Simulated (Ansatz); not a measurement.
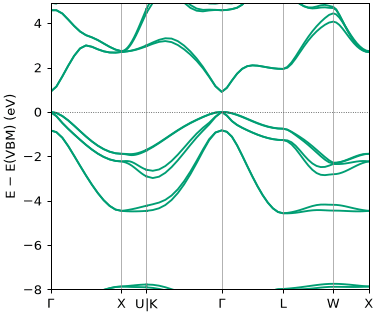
Band structure from DFT-r²SCAN with spin–orbit coupling in the program Ansatz with PAW potentials

Q: Read off the gap and where the band edges lie.

A: About 0.9 eV (0.90 eV by a search for the band edges); maximum at Γ, minimum at Γ.

The material is CdTe (zinc blende, F-43m).

The r²SCAN relaxation kept the symmetry of its start; of distortions, only those at the zone centre were tested.

Potentials: the later of the program's two PAW sets.
